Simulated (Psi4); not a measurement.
# AlGeH4Cl (SMILES [Cl][AlH][GeH3]) at 6 levels

We compute a comparison of 6 runs (B3LYP/def2-SVP, BHLYP/def2-SVP, CAM-B3LYP/def2-SVP, M06-2X/def2-SVP, wB97X/def2-SVP, CCSD(T)/def2-SVP) of AlGeH4Cl. 

The calculation is run with Psi4 1.11.

**1. The structure to begin with**

AlGeH4Cl: 7 atoms, total charge 0, spin state singlet. SMILES: `[Cl][AlH][GeH3]`. One bond was lengthened or shortened from a relaxed shape.

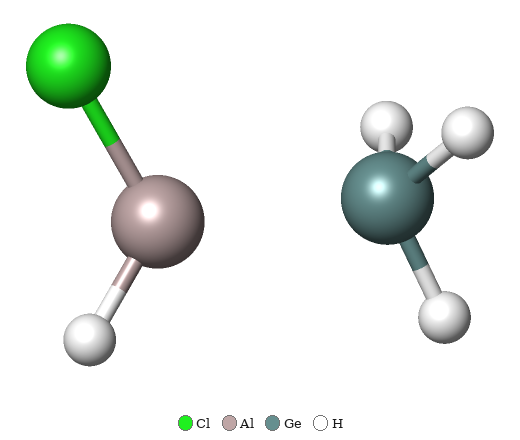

Viewed from a chosen angle; chlorine green, aluminium light grey, germanium teal, hydrogen white.

**2. Energy and forces at B3LYP/def2-SVP (run 1)**

File alclgeh4.json:

```json
{
 "schema_name": "qcschema_input",
 "schema_version": 1,
 "molecule": {
  "schema_name": "qcschema_molecule",
  "schema_version": 2,
  "symbols": ["Cl", "Al", "Ge", "H", "H", "H", "H"],
  "geometry": [-4.98564176, -3.53077752, -0.17239405, -1.06653875, -3.12921072, 0.34047763, 0.94694176, 1.81375913, -0.17631145, 0.45450181, -5.61854694, 0.97448074, 0.42651119, 2.87710802, -2.83440021, -0.27212056, 3.64036841, 1.73250091, 3.82423876, 1.88462386, 0.25152255],
  "molecular_charge": 0,
  "molecular_multiplicity": 1,
  "fix_symmetry": "c1",
  "fix_com": true,
  "fix_orientation": true
 },
 "driver": "gradient",
 "model": {
  "method": "b3lyp",
  "basis": "def2-SVP"
 },
 "keywords": {
  "reference": "rks",
  "puream": true,
  "e_convergence": 1e-09,
  "d_convergence": 1e-08,
  "scf_type": "pk",
  "dft_radial_points": 99,
  "dft_spherical_points": 590
 }
}
```

Command:

```
psi4 --qcschema alclgeh4.json -n 1 --memory 2200MB
```

stdout:

```text
[...]
  Running in c1 symmetry.
[...]
  Nuclear repulsion =  257.866592836434904
[...]
  Multiplicity = 1
[...]
  Nalpha       = 33
  Nbeta        = 33
[...]
    Number of basis functions: 88
[...]
   @RKS iter   1: -2780.05199157410016   -1.97191e+00   2.79242e-02 DIIS/ADIIS
[...]
   @RKS iter  12: -2781.68319037449692   -5.45697e-12   6.91462e-09 DIIS
[...]
  @RKS Final Energy: -2781.68319037449692
   => Energetics <=
    Nuclear Repulsion Energy =            257.8665928364349043
    One-Electron Energy =               -4383.5269064124149736
    Two-Electron Energy =                1446.5728683826075667
    DFT Exchange-Correlation Energy =    -102.5957451811249541
    Empirical Dispersion Energy =           0.0000000000000000
    VV10 Nonlocal Energy =                  0.0000000000000000
    Total Energy =                      -2781.6831903744973715
[...]
  -Total Gradient:
     Atom            X                  Y                   Z
    ------   -----------------  -----------------  -----------------
       1        0.004564332371     0.000513802942     0.000588746238
       2       -0.015219241910    -0.029607323311     0.002628668042
       3        0.011182997907     0.028483456828    -0.003017686526
       4       -0.000827911036    -0.000440811954    -0.000051453480
       5        0.000887755511     0.000296358472     0.002354154334
       6        0.001552302876    -0.000428249339    -0.001973190507
       7       -0.002145015957     0.001186680776    -0.000530483293
[...]
```

The result, in JSON:

```text
{
 "driver": "gradient",
 "model": {
  "method": "b3lyp",
  "basis": "def2-SVP"
 },
 "success": true,
 "return_result": [0.004564332370712687, 0.0005138029415292719, 0.0005887462378829297, -0.015219241909531597, -0.029607323310754857, 0.002628668041568075, 0.011182997906582438, 0.028483456827761627, -0.003017686526415005, -0.0008279110355978517, -0.0004408119535334182, -5.145348028562022e-05, 0.0008877555110058284, 0.0002963584723452914, 0.0023541543340452054, 0.0015523028760780697, -0.0004282493385987518, -0.0019731905071580097, -0.0021450159573040417, 0.0011866807755153074, -0.0005304832930008684],
 "properties": {
  "calcinfo_nbasis": 88,
  "calcinfo_nmo": 88,
  "calcinfo_nalpha": 33,
  "calcinfo_nbeta": 33,
  "calcinfo_natom": 7,
  "nuclear_repulsion_energy": 257.8665928364349,
  "return_energy": -2781.683190374497,
  "return_gradient": [0.004564332370712687, 0.0005138029415292719, 0.0005887462378829297, -0.015219241909531597, -0.029607323310754857, 0.002628668041568075, 0.011182997906582438, 0.028483456827761627, -0.003017686526415005, -0.0008279110355978517, -0.0004408119535334182, -5.145348028562022e-05, 0.0008877555110058284, 0.0002963584723452914, 0.0023541543340452054, 0.0015523028760780697, -0.0004282493385987518, -0.0019731905071580097, -0.0021450159573040417, 0.0011866807755153074, -0.0005304832930008684],
  "scf_one_electron_energy": -4383.526906412415,
  "scf_two_electron_energy": 1446.5728683826076,
  "scf_xc_energy": -102.59574518112495,
  "scf_dipole_moment": [0.33505431045716705, -0.12346819195981595, 0.0701230747868804],
  "scf_total_energy": -2781.683190374497,
  "scf_total_gradient": [0.004564332370712687, 0.0005138029415292719, 0.0005887462378829297, -0.015219241909531597, -0.029607323310754857, 0.002628668041568075, 0.011182997906582438, 0.028483456827761627, -0.003017686526415005, -0.0008279110355978517, -0.0004408119535334182, -5.145348028562022e-05, 0.0008877555110058284, 0.0002963584723452914, 0.0023541543340452054, 0.0015523028760780697, -0.0004282493385987518, -0.0019731905071580097, -0.0021450159573040417, 0.0011866807755153074, -0.0005304832930008684],
  "scf_iterations": 12
 }
}
```

Wall time 18 s (1 thread of AMD EPYC 7R43 (Zen 3), shared host); peak memory 1 GiB.

**3. A single-point energy at BHLYP/def2-SVP (run 2)**

File calc.py:

```python
import psi4

psi4.set_memory('2200 MB')
psi4.set_num_threads(1)
psi4.core.set_output_file('alclgeh4.out', False)

geom = psi4.geometry("""
0 1
Cl    -2.638288    -1.868407    -0.091227
Al    -0.564388    -1.655907     0.180173
Ge     0.501100     0.959800    -0.093300
H      0.240512    -2.973207     0.515673
H      0.225700     1.522500    -1.499900
H     -0.144000     1.926400     0.916800
H      2.023700     0.997300     0.133100
symmetry c1
no_reorient
no_com
""")

psi4.set_options({
    'basis': 'def2-SVP',
    'puream': True,
    'e_convergence': 1e-09,
    'd_convergence': 1e-08,
    'scf_type': 'pk',
    'dft_radial_points': 99,
    'dft_spherical_points': 590,
})

e_tot = psi4.energy("bhhlyp")
print(f'bhhlyp energy: {e_tot:.10f} Eh')
```

Command:

```
python calc.py
```

alclgeh4.out:

```text
[...]
  Running in c1 symmetry.
[...]
  Nuclear repulsion =  257.866592709693634
[...]
  Multiplicity = 1
[...]
  Nalpha       = 33
  Nbeta        = 33
[...]
    Number of basis functions: 88
[...]
   @RKS iter   1: -2780.10106239060269   -2.50629e+00   2.65216e-02 ADIIS/DIIS
[...]
   @RKS iter  11: -2781.57752191672807    5.45697e-12   2.78000e-09 DIIS
[...]
  @RKS Final Energy: -2781.57752191672807
   => Energetics <=
    Nuclear Repulsion Energy =            257.8665927096936343
    One-Electron Energy =               -4384.0446676875044432
    Two-Electron Energy =                1409.7794907237521329
    DFT Exchange-Correlation Energy =     -65.1789376626692558
    Empirical Dispersion Energy =           0.0000000000000000
    VV10 Nonlocal Energy =                  0.0000000000000000
    Total Energy =                      -2781.5775219167280738
[...]
 Multipole Moments:
 ------------------------------------------------------------------------------------
     Multipole            Electronic (a.u.)      Nuclear  (a.u.)        Total (a.u.)
 ------------------------------------------------------------------------------------
 L = 1.  Multiply by 2.5417464519 to convert [e a0] to [Debye]
 Dipole X            :         64.2843522          -63.8856461            0.3987061
 Dipole Y            :         39.7546518          -39.8791115           -0.1244597
 Dipole Z            :          4.1020973           -4.0223520            0.0797454
 Magnitude           :                                                    0.4252247
[...]
```

On the terminal:

```text
bhhlyp energy: -2781.5775219167 Eh
```

It took 13 s on 1 thread of AMD EPYC 7R43 (Zen 3), shared host; peak memory 1 GiB.

Runs 3 to 4 aren't shown in full; the table further down has their settings and results.

**4. Energy and gradient at wB97X/def2-SVP (run 5)**

File job.json:

```json
{
  "schema_name": "qcschema_input",
  "schema_version": 1,
  "molecule": {
    "schema_name": "qcschema_molecule",
    "schema_version": 2,
    "symbols": ["Cl", "Al", "Ge", "H", "H", "H", "H"],
    "geometry": [-4.98564176, -3.53077752, -0.17239405, -1.06653875, -3.12921072, 0.34047763, 0.94694176, 1.81375913, -0.17631145, 0.45450181, -5.61854694, 0.97448074, 0.42651119, 2.87710802, -2.83440021, -0.27212056, 3.64036841, 1.73250091, 3.82423876, 1.88462386, 0.25152255],
    "molecular_charge": 0,
    "molecular_multiplicity": 1,
    "fix_symmetry": "c1",
    "fix_com": true,
    "fix_orientation": true
  },
  "driver": "gradient",
  "model": {
    "method": "wb97x",
    "basis": "def2-SVP"
  },
  "keywords": {
    "puream": true,
    "e_convergence": 1e-09,
    "d_convergence": 1e-08,
    "scf_type": "pk",
    "dft_radial_points": 99,
    "dft_spherical_points": 590
  }
}
```

Command:

```
psi4 --qcschema job.json -n 1 --memory 2200MB
```

stdout:

```text
[...]
  Running in c1 symmetry.
[...]
  Nuclear repulsion =  257.866592836434904
[...]
  Multiplicity = 1
[...]
  Nalpha       = 33
  Nbeta        = 33
[...]
    Number of basis functions: 88
[...]
   @RKS iter   1: -2780.11498746798634   -2.41949e+00   2.72468e-02 DIIS/ADIIS
[...]
   @RKS iter  11: -2781.63386570778721   -3.81988e-11   7.53031e-09 DIIS
[...]
  @RKS Final Energy: -2781.63386570778721
   => Energetics <=
    Nuclear Repulsion Energy =            257.8665928364349043
    One-Electron Energy =               -4383.3700386696718851
    Two-Electron Energy =                1442.7211785720066928
    DFT Exchange-Correlation Energy =     -98.8515984465577304
    Empirical Dispersion Energy =           0.0000000000000000
    VV10 Nonlocal Energy =                  0.0000000000000000
    Total Energy =                      -2781.6338657077876633
[...]
  -Total Gradient:
     Atom            X                  Y                   Z
    ------   -----------------  -----------------  -----------------
       1        0.000419859322    -0.000121865261     0.000080897515
       2       -0.013636744371    -0.032471774887     0.003334800244
       3        0.011893602056     0.029282366513    -0.003040609846
       4       -0.000239989639    -0.001503936319     0.000209917301
       5        0.000589451665     0.001590864030     0.000177763568
       6        0.000696401491     0.001475002614    -0.000508695098
       7        0.000328339980     0.001724607472    -0.000243241362
[...]
```

The result, in JSON:

```text
{
 "driver": "gradient",
 "model": {
  "method": "wb97x",
  "basis": "def2-SVP"
 },
 "success": true,
 "return_result": [0.0004198593215703206, -0.00012186526111229376, 8.08975151247171e-05, -0.013636744370868328, -0.03247177488658549, 0.003334800243909585, 0.01189360205586221, 0.029282366513212907, -0.003040609845872018, -0.00023998963907012616, -0.0015039363189615282, 0.00020991730073980155, 0.000589451664540535, 0.0015908640295502693, 0.00017776356826218476, 0.0006964014914809871, 0.0014750026137852201, -0.0005086950979369537, 0.0003283399801091852, 0.0017246074718900877, -0.00024324136172458252],
 "properties": {
  "calcinfo_nbasis": 88,
  "calcinfo_nmo": 88,
  "calcinfo_nalpha": 33,
  "calcinfo_nbeta": 33,
  "calcinfo_natom": 7,
  "nuclear_repulsion_energy": 257.8665928364349,
  "return_energy": -2781.633865707787,
  "return_gradient": [0.0004198593215703206, -0.00012186526111229376, 8.08975151247171e-05, -0.013636744370868328, -0.03247177488658549, 0.003334800243909585, 0.01189360205586221, 0.029282366513212907, -0.003040609845872018, -0.00023998963907012616, -0.0015039363189615282, 0.00020991730073980155, 0.000589451664540535, 0.0015908640295502693, 0.00017776356826218476, 0.0006964014914809871, 0.0014750026137852201, -0.0005086950979369537, 0.0003283399801091852, 0.0017246074718900877, -0.00024324136172458252],
  "scf_one_electron_energy": -4383.370038669672,
  "scf_two_electron_energy": 1442.7211785720067,
  "scf_xc_energy": -98.85159844655773,
  "scf_dipole_moment": [0.410800424492777, -0.11569319429293046, 0.0800672351656555],
  "scf_total_energy": -2781.633865707787,
  "scf_total_gradient": [0.0004198593215703206, -0.00012186526111229376, 8.08975151247171e-05, -0.013636744370868328, -0.03247177488658549, 0.003334800243909585, 0.01189360205586221, 0.029282366513212907, -0.003040609845872018, -0.00023998963907012616, -0.0015039363189615282, 0.00020991730073980155, 0.000589451664540535, 0.0015908640295502693, 0.00017776356826218476, 0.0006964014914809871, 0.0014750026137852201, -0.0005086950979369537, 0.0003283399801091852, 0.0017246074718900877, -0.00024324136172458252],
  "scf_iterations": 11
 }
}
```

Wall time 22 s (1 thread of AMD EPYC 7R43 (Zen 3), shared host); peak memory 1.1 GiB.

**5. A single-point energy at CCSD(T)/def2-SVP (run 6)**

File job.py:

```python
import psi4

psi4.set_memory('2200 MB')
psi4.set_num_threads(1)
psi4.core.set_output_file('output.dat', False)

molecule = psi4.geometry("""
0 1
Cl    -4.98564176    -3.53077752    -0.17239405
Al    -1.06653875    -3.12921072     0.34047763
Ge     0.94694176     1.81375913    -0.17631145
H      0.45450181    -5.61854694     0.97448074
H      0.42651119     2.87710802    -2.83440021
H     -0.27212056     3.64036841     1.73250091
H      3.82423876     1.88462386     0.25152255
units au
symmetry c1
""")

psi4.set_options({
    'basis': 'def2-SVP',
    'reference': 'rhf',
    'puream': True,
    'e_convergence': 1e-09,
    'd_convergence': 1e-08,
    'scf_type': 'pk',
    'num_frozen_docc': 19,
})

e_tot, wfn = psi4.energy("ccsd(t)", molecule=molecule, return_wfn=True)
print(f'ccsd(t) energy: {e_tot:.10f} Eh')
for k, v in sorted(psi4.core.scalar_variables().items()):
    print(f'{k:45s} {v:18.10f}')
```

Command:

```
python job.py
```

output.dat:

```text
[...]
  Running in c1 symmetry.
[...]
  Nuclear repulsion =  257.866592836434904
[...]
  Multiplicity = 1
[...]
  Nalpha       = 33
  Nbeta        = 33
[...]
    Number of basis functions: 88
[...]
   @RHF iter   1: -2777.40223835965253   -3.31464e+00   2.43547e-02 DIIS/ADIIS
[...]
   @RHF iter  11: -2778.68152082010556   -5.45697e-12   4.37724e-09 DIIS
[...]
  @RHF Final Energy: -2778.68152082010556
   => Energetics <=
    Nuclear Repulsion Energy =            257.8665928364349043
    One-Electron Energy =               -4384.1190341765350240
    Two-Electron Energy =                1347.5709205199943881
    Total Energy =                      -2778.6815208201051064
[...]
 Multipole Moments:
 ------------------------------------------------------------------------------------
     Multipole            Electronic (a.u.)      Nuclear  (a.u.)        Total (a.u.)
 ------------------------------------------------------------------------------------
 L = 1.  Multiply by 2.5417464519 to convert [e a0] to [Debye]
 Dipole X            :          3.6495007           -3.1932353            0.4562654
 Dipole Y            :          6.2521467           -6.3761359           -0.1239892
 Dipole Z            :         -0.4889640            0.5772143            0.0882503
 Magnitude           :                                                    0.4809777
[...]
      * MP2 total energy                      = -2779.109122024082808
[...]
      * CCSD total energy                     = -2779.145202517524012
[...]
      * CCSD(T) total energy                  = -2779.156741084521400
```

On the terminal:

```text
ccsd(t) energy: -2779.1567410845 Eh
(T) CORRECTION ENERGY                              -0.0115385670
CC D1 DIAGNOSTIC                                    0.0278973419
CC D2 DIAGNOSTIC                                    0.1714500639
CC NEW D1 DIAGNOSTIC                                0.0278973419
CC T1 DIAGNOSTIC                                    0.0105998142
CCSD CORRELATION ENERGY                            -0.4636816974
CCSD DOUBLES ENERGY                                -0.4636816974
CCSD ITERATIONS                                    16.0000000000
CCSD OPPOSITE-SPIN CORRELATION ENERGY              -0.3604572469
CCSD SAME-SPIN CORRELATION ENERGY                  -0.1032244505
CCSD SINGLES ENERGY                                 0.0000000000
CCSD TOTAL ENERGY                               -2779.1452025175
CCSD(T) CORRELATION ENERGY                         -0.4752202644
CCSD(T) TOTAL ENERGY                            -2779.1567410845
CURRENT CORRELATION ENERGY                         -0.4752202644
CURRENT ENERGY                                  -2779.1567410845
CURRENT REFERENCE ENERGY                        -2778.6815208201
DD SOLVATION ENERGY                                 0.0000000000
HF KINETIC ENERGY                                2778.2033818934
HF POTENTIAL ENERGY                             -5556.8849027135
HF TOTAL ENERGY                                 -2778.6815208201
HF VIRIAL RATIO                                     2.0001721036
MP2 CORRELATION ENERGY                             -0.4276012040
MP2 DOUBLES ENERGY                                 -0.4276012040
MP2 OPPOSITE-SPIN CORRELATION ENERGY               -0.3183293072
MP2 SAME-SPIN CORRELATION ENERGY                   -0.1092718968
MP2 SINGLES ENERGY                                 -0.0000000000
MP2 TOTAL ENERGY                                -2779.1091220241
NUCLEAR REPULSION ENERGY                          257.8665928364
ONE-ELECTRON ENERGY                             -4384.1190341765
PCM POLARIZATION ENERGY                             0.0000000000
PE ENERGY                                           0.0000000000
SCF ITERATION ENERGY                            -2778.6815208201
SCF ITERATIONS                                     11.0000000000
SCF TOTAL ENERGY                                -2778.6815208201
TWO-ELECTRON ENERGY                              1347.5709205200
```

Run time: 33 s. Hardware: 1 thread of AMD EPYC 7R43 (Zen 3), shared host; peak memory 0.51 GiB.

**6. All runs side by side**

| run | level | task | frozen core orbitals | energy (Eh) | dipole moment (D) | HOMO energy (eV) | LUMO energy (eV) | wall time |
| --- | --- | --- | --- | --- | --- | --- | --- | --- |
| 1 | B3LYP/def2-SVP | gradient | 0 | -2781.683190 | 0.92 | -7.09 | -2.01 | 18 s |
| 2 | BHLYP/def2-SVP | energy | 0 | -2781.577522 | 1.08 | -8.19 | -1.06 | 13 s |
| 3 | CAM-B3LYP/def2-SVP | energy | 0 | -2781.726866 | 1.00 | -8.46 | -0.86 | 17 s |
| 4 | M06-2X/def2-SVP | energy | 0 | -2781.562199 | 1.10 | -8.25 | -1.25 | 28 s |
| 5 | wB97X/def2-SVP | gradient | 0 | -2781.633866 | 1.10 | -9.45 | 0.05 | 22 s |
| 6 | CCSD(T)/def2-SVP | energy | 19 | -2779.156741 | – | -9.60 | 0.89 | 33 s |

**7. Outcome**

| quantity | value |
| --- | --- |
| run 6: total energy | -2779.15674 Eh |
| run 6: HOMO energy (Hartree–Fock orbitals) | -9.60 eV |
| run 6: LUMO energy (Hartree–Fock orbitals) | 0.89 eV |
| run 6: HOMO–LUMO gap (Hartree–Fock orbitals) | 10.49 eV |
| run 6: correlation energy (19 core orbitals frozen) | -475.2 mEh |
| run 6: (T) correction | -11.54 mEh |
| run 6: T1 diagnostic | 0.011 |

In words: Over runs 1, 2, 3, 4, 5 the dipole moment (its size) runs from 0.92 D (B3LYP/def2-SVP) to 1.10 D (wB97X/def2-SVP). Over runs 1, 2, 3, 4, 5 the HOMO–LUMO gap runs from 5.08 eV (B3LYP/def2-SVP) to 9.50 eV (wB97X/def2-SVP). Totals of different functionals can't be ranked against each other. All runs together took 2.2 min, the longest 33 s.
